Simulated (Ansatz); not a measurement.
# C$_{6}$H$_{14}$Si (SMILES CC(C)[Si]C(C)C): what the fields show

```xyz
21

C     1.8712   -0.7342    0.5818
C     0.9084   -0.9818   -0.5885
C     1.2194   -2.3034   -1.2797
Si   -0.8172   -0.9852    0.2303
C    -1.0891    0.8703    0.6132
C    -2.5532    1.1557    0.9426
C    -0.5157    1.9217   -0.3284
H     1.8068    0.2869    0.9645
H     1.6805   -1.4160    1.4214
H     2.9068   -0.9109    0.2717
H     1.0126   -0.1610   -1.3064
H     1.1034   -3.1466   -0.5912
H     0.5531   -2.4865   -2.1268
H     2.2485   -2.3242   -1.6558
H    -0.5257    0.9189    1.5677
H    -3.1693    1.1289    0.0383
H    -2.6777    2.1477    1.3895
H    -2.9660    0.4182    1.6359
H     0.5613    1.8146   -0.4693
H    -0.6984    2.9328    0.0520
H    -0.9841    1.8643   -1.3160
```

Geometry: PBE0-D4/def2-TZVP.

The calculation used Ansatz 0.2.0, RKS PBE0-D4/def2-TZVPP.

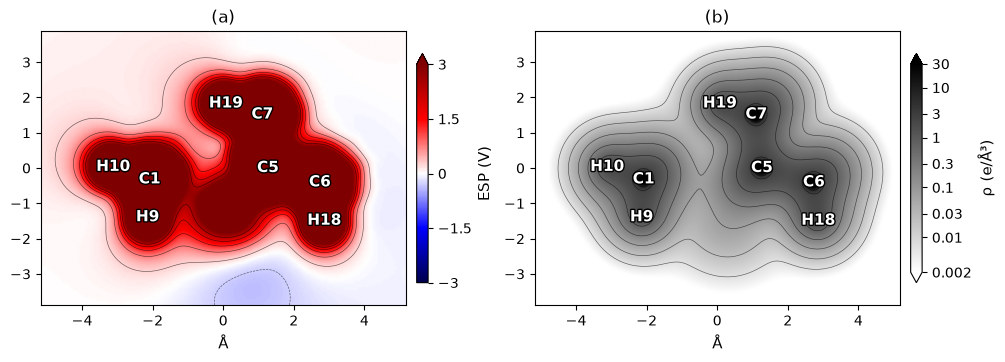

Figure 1. (a) electrostatic potential; (b) total electron density on the plane of atoms C6, C5 and C7.

### What do the fields say about this system?

- Atoms in the plane: C and H.
- C–C (1.52 Å): ρ is about 1.6 e/Å³ halfway.
- C–H (1.09 Å): ρ is about 2 e/Å³ halfway.
- Outside the dense part of the molecule the potential is most negative (−0.4 V) near Si4, which lies off the plane.

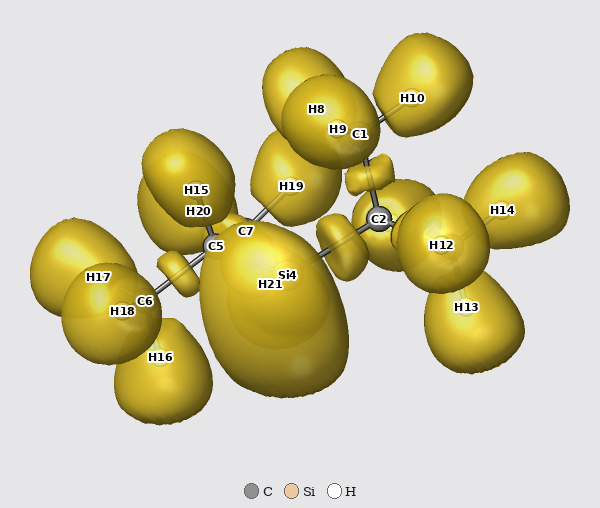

Figure 2. Isosurface of the electron localisation function at 0.8 (yellow), seen at a tilt. Only the valence region is drawn (cores and ρ < 0.01 e/Å³ removed).

### What do the ELF domains correspond to?

At this value the surface marks out four regions between bonded C–C atoms (shared pairs), two regions between bonded C–Si atoms (shared pairs), 14 regions around hydrogen nuclei and one lobe on Si, pointing away from the bonds (lone pairs).


C–C (1.52 Å): the ELF peaks at about 0.95 between the atoms, as expected for localised, covalent bonding. C–Si (1.91 Å): the ELF peaks at about 0.95 between the atoms (a shared electron pair).

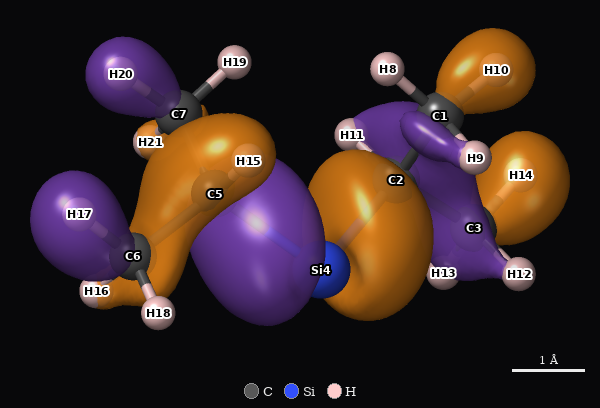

Figure 3. The HOMO−1 at ±0.1 Å⁻³ᐟ² (orange and purple are the two phases), seen at a tilt.

### Describe this orbital and give its energy.

It lies mainly on Si4 (about 20 %), C5 (about 20 %), C2 (about 20 %), C6 (about 5 %) and C3 (about 5 %). Its energy is −7.36 eV.
